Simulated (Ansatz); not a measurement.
**BSiH2Cl (SMILES B[Si]Cl) at 6 levels**

Wanted: a comparison of 6 runs (UHF/STO-3G, U-r2SCAN/STO-3G, UBLYP/STO-3G, UPBE/STO-3G, UMP2/STO-3G, UCCSDT(Q)/STO-3G) of BSiH2Cl. 

Program for the calculation: Ansatz 0.2.0.

72 further runs of the same task are left out: 4 that didn't finish, 68 set aside as unsound or not needed.

### Step 1. Starting point

The species is BSiH2Cl (5 atoms), meant as a triplet with charge 0. SMILES: `B[Si]Cl`. The Si2–B1 distance was set to 2.828 Å, away from the relaxed value. At this shape a bond of the SMILES string is far longer than usual.

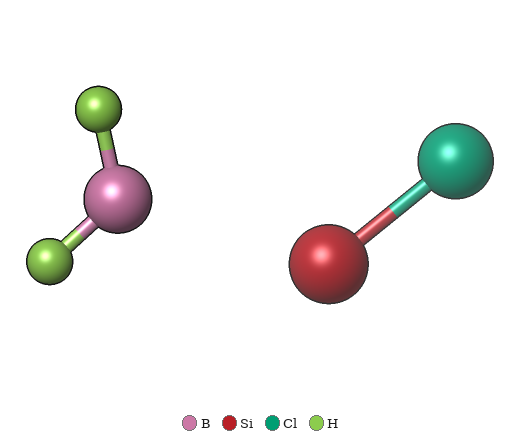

The structure, seen from a chosen angle (boron pink, silicon red, chlorine teal, hydrogen green).

### Step 2. A single-point energy at UHF/STO-3G (run 1)

Contents of input.yaml:

```yaml
basis:
  gaussian:
    orbitals: STO-3G
crystal:
  periodic: [false, false, false]
  atoms:
    - {symbol: B, position_ang: [-1.178427, 1.092887, -0.632532]}
    - {symbol: Si, position_ang: [0.334580, -1.081930, 0.357550]}
    - {symbol: Cl, position_ang: [2.311390, -0.930270, 0.961480]}
    - {symbol: H, position_ang: [-0.688807, 2.156137, -0.717452]}
    - {symbol: H, position_ang: [-2.291717, 0.937957, -0.959112]}
magnetization:
  spin_polarized: true
  initial_magnetization: 2
hamiltonian:
  xc: hf
total_charge: 0
accuracy: high
```

Command:

```sh
$ ansatz run input.yaml --threads 1 --pin off --max-ram 2610MiB --events-out events.jsonl --progress --plain --runs-dir runs
```

Standard output:

```text
Warning: RAYON_NUM_THREADS=1 ignored (pool sized by the plan → 1); use --threads N
Functional definition: HF
  name "HF"
  exchange = exact_x
  correlation = 0
429 factors; integrals over basis functions are off by at most 1.2e-8 eV
mean field evaluation 1: about -20830.0816 eV, gradient 1.0e1 eV
mean field evaluation 2: about -20830.1195 eV, gradient 1.0e1 eV
mean field evaluation 4: about -20832.3142 eV, gradient 2.5e0 eV
mean field evaluation 8: about -20832.5593 eV, gradient 2.5e-2 eV
mean field evaluation 16: about -20830.7425 eV, gradient 5.6e0 eV
mean field evaluation 32: about -20830.7515 eV, gradient 5.6e0 eV
mean field evaluation 64: about -20831.6264 eV, gradient 4.4e-3 eV
mean field -20832.55933707 eV, -765.5824348214 hartree, gradient 2.1e-8 eV, S^2 2.058225; 4 other end points of the search recorded, 0 dependent functions left out
reference -20832.55933707 eV, -765.5824348214 hartree; 20, 18 occupied and 5, 7 virtual orbitals, 429 factors
Total energy: -20832.55933707 eV, -765.5824348214 hartree
```

It took 0.44 s on 1 thread of Arm Neoverse V1, shared host.

### Step 3. A single-point energy at U-r2SCAN/STO-3G (run 2)

Contents of input.yaml:

```yaml
crystal:
  periodic: [false, false, false]
  atoms:
    - symbol: B
      position_ang: [-1.178427, 1.092887, -0.632532]
    - symbol: Si
      position_ang: [0.334580, -1.081930, 0.357550]
    - symbol: Cl
      position_ang: [2.311390, -0.930270, 0.961480]
    - symbol: H
      position_ang: [-0.688807, 2.156137, -0.717452]
    - symbol: H
      position_ang: [-2.291717, 0.937957, -0.959112]
basis:
  gaussian:
    orbitals: STO-3G
hamiltonian:
  xc: r2scan
accuracy: high
magnetization:
  spin_polarized: true
  initial_magnetization: 2
```

Command:

```sh
$ ansatz run input.yaml --threads 1 --pin off --max-ram 2610MiB --events-out events.jsonl --progress --plain --runs-dir runs
```

Standard output:

```text
Warning: RAYON_NUM_THREADS=1 ignored (pool sized by the plan → 1); use --threads N
Functional definition: r2SCAN
  name "r2SCAN"
  parameter k0 = 0.174
  parameter k1 = 0.065
  parameter a1 = 4.9479
  exchange = r2scan_x(k0 = k0, k1 = k1, a1 = a1)
  correlation = r2scan_c
429 factors; integrals over basis functions are off by at most 1.2e-8 eV
mean field evaluation 1: about -20861.1188 eV, gradient 1.9e1 eV
mean field evaluation 2: about -20810.5859 eV, gradient 5.2e1 eV
mean field evaluation 4: about -20866.0001 eV, gradient 7.1e0 eV
mean field evaluation 8: about -20866.8634 eV, gradient 2.7e-1 eV
mean field evaluation 16: about -20866.8272 eV, gradient 2.1e-4 eV
mean field -20866.82715796 eV, -766.8417540118 hartree, gradient 1.9e-8 eV, S^2 2.018760; 1 other end points of the search recorded, 0 dependent functions left out
reference -20866.82715884 eV, -766.8417540438 hartree; 20, 18 occupied and 5, 7 virtual orbitals, 429 factors
Total energy: -20866.82715884 eV, -766.8417540438 hartree
```

Run time: 7.2 s. Hardware: 1 thread of Arm Neoverse V1, shared host; peak memory 0.26 GiB.

Runs 3 to 5 aren't shown in full; the table further down has their settings and results.

### Step 4. A single-point energy at UCCSDT(Q)/STO-3G (run 6)

Contents of run.yaml:

```yaml
crystal:
  periodic: [false, false, false]
  atoms:
    - {symbol: B, position_ang: [-1.178427, 1.092887, -0.632532]}
    - {symbol: Si, position_ang: [0.334580, -1.081930, 0.357550]}
    - {symbol: Cl, position_ang: [2.311390, -0.930270, 0.961480]}
    - {symbol: H, position_ang: [-0.688807, 2.156137, -0.717452]}
    - {symbol: H, position_ang: [-2.291717, 0.937957, -0.959112]}
basis:
  gaussian: {orbitals: STO-3G}
magnetization: {spin_polarized: true, initial_magnetization: 2}
correlation: {method: ccsdt_q, frozen_orbitals: {B: 1, Cl: 5, H: 0, Si: 5}}
accuracy: high
scf: {omitted_lower_state_checks: [cluster_reference, increment]}
```

Command:

```sh
$ ansatz run run.yaml --threads 1 --pin off --max-ram 2610MiB --events-out events.jsonl --progress --plain --runs-dir runs
```

Standard output:

```text
Warning: RAYON_NUM_THREADS=1 ignored (pool sized by the plan → 1); use --threads N
[... 13 lines left out ...]
11 core orbitals not correlated: weight in the atoms' cores, before any rotation towards them, 1.000 or more for the frozen orbitals, at most 0.000 for the correlated occupied ones
[... 53 lines left out ...]
Total energy: -20834.62574036 eV, -765.6583737418 hartree
Checks for a lower state left out: cluster_reference, increment
```

Wall time 2.5 s (1 thread of Arm Neoverse V1, shared host); peak memory 0.11 GiB.

### Step 5. All runs side by side

```
run             level  frozen core orbitals  energy (Eh)   ⟨S²⟩  wall time
  1        UHF/STO-3G                     –  -765.582435  2.058     0.44 s
  2   U-r2SCAN/STO-3G                     –  -766.841754  2.019      7.2 s
  3      UBLYP/STO-3G                     –  -766.793482  2.007      2.6 s
  4       UPBE/STO-3G                     –  -766.480967  2.009      2.7 s
  5       UMP2/STO-3G                    11  -765.628534  2.058     0.36 s
  6  UCCSDT(Q)/STO-3G                    11  -765.658374  2.058      2.5 s
```

### Step 6. Outcome

| quantity | value |
| --- | --- |
| run 6: total energy | -765.65837 Eh |
| run 6: correlation energy (11 core orbitals frozen) | -75.9 mEh |
| run 6: ⟨S²⟩ of the reference determinant | 2.058 |
| run 6: T1 diagnostic | 0.029 |

Below the UHF energy at the same shape and in the same basis (STO-3G): UMP2 -46.1 mEh; UCCSDT(Q) -75.9 mEh. Totals of different functionals can't be ranked against each other. In runs 1, 2, 3, 4, 5, 6 the basis is minimal, so the values are rough. All runs together took 16 s, the longest 7.2 s.
